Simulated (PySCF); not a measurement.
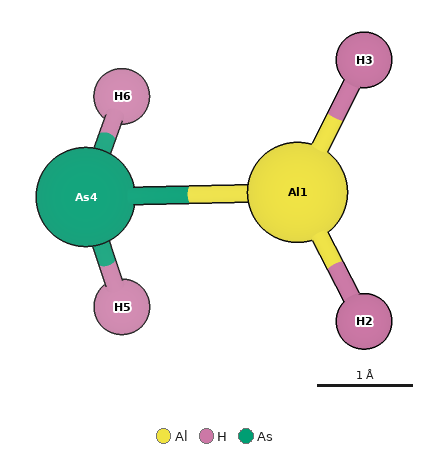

Fig. 1: The structure as given in the input (ball-and-stick view, seen at an oblique angle; atoms are numbered from 1 in the order of the input). Sticks mark near contacts. Bond lengths as drawn: Al–As 2.43 Å, Al–H 1.59 Å and As–H 1.52 Å.

# What a change does: single-point calculation on AlAsH$_{4}$

System: AlAsH$_{4}$.
Method of run 1: RKS PBE0-D4/def2-TZVPP, density fitting (PySCF 2.14.0).

The geometry comes from this level: PBE0-D4/def2-TZVP. Text and figures count atoms from 1; the logs count them from 0 in places.

Input file, run 1:
```python
import json, numpy as np
from pyscf import gto, scf, dft, mp, cc
EV, BOHR = 27.211386245988, 0.529177210903
mol = gto.M(atom="""
Al -0.822800 -0.226211 -0.687062
H -0.025167 -0.471268 -2.036508
H -2.111645 0.699313 -0.669815
As 0.027735 -1.140325 1.394701
H 0.303758 -2.483088 0.733054
H -1.374120 -1.539732 1.833259
""", basis="def2-tzvpp", charge=0, spin=0, max_memory=8670, verbose=0)
def mean_field(mol, dm=None):
    mf = dft.RKS(mol, xc="pbe0").density_fit()
    mf.conv_tol = 1e-9; mf.grids.level = 4
    mf.kernel(dm0=dm)
    if not mf.converged: mf = mf.newton().run(mf.mo_coeff, mf.mo_occ)
    assert mf.converged
    return mf
def d4(mol):
    from pyscf.dispersion.dftd4 import DFTD4Dispersion
    real = gto.M(atom=[(mol.atom_pure_symbol(i), mol.atom_coord(i)) for i in range(6)], unit='B', charge=mol.charge, spin=None, basis='def2-svp', verbose=0)
    r = DFTD4Dispersion(real, xc="pbe0", atm=True).get_dispersion(grad=True); return r["energy"], r["gradient"]
def energy_and_gradient(mol, dm=None):
    mf = mean_field(mol, dm); e, g = d4(mol)
    return mf, (mf.e_tot + e) * EV, (mf.nuc_grad_method().kernel()[:6] + g) * EV / BOHR
out = {}
mf = mean_field(mol); e = d4(mol)[0]
out.update(energy=(mf.e_tot + e) * EV, converged=True, dispersion=e * EV)
out['s2'] = mf.spin_square()[0]; out['nelec'] = mol.nelec
print(f"Total energy {out['energy']:.6f} eV, <S^2> {out['s2']:.4f}")
json.dump(out, open("out.json", "w"), default=float)
```

Launched with:
```bash
OMP_NUM_THREADS=4 python run.py
```

Hardware: 4 threads of Arm Neoverse V1, 23 GiB of memory available, shared host.

Output (run 1):
```
Total energy -67492.855525 eV, <S^2> 0.0000
```

For run 2 the input was changed thus:
```diff
-    mf = dft.RKS(mol, xc="pbe0").density_fit()
+    mf = dft.RKS(mol, xc="pbe").density_fit()
-    r = DFTD4Dispersion(real, xc="pbe0", atm=True).get_dispersion(grad=True); return r["energy"], r["gradient"]
+    r = DFTD4Dispersion(real, xc="pbe", atm=True).get_dispersion(grad=True); return r["energy"], r["gradient"]
```

How does run 2 compare with run 1?

The total energies belong to different models, so their difference says nothing on which is more stable or more accurate. The functional changes from PBE0 to PBE.

Output (run 2):
```
Total energy -67490.341782 eV, <S^2> 0.0000
```

The two runs side by side:

| quantity | run 1 | run 2 |
| --- | --- | --- |
| outcome | converged | converged |
| total energy (hartree) | −2480.316692 | −2480.224314 |
| basis functions | 146 | 146 |
| wall time (shared host) | 5.3 s | 5.1 s |
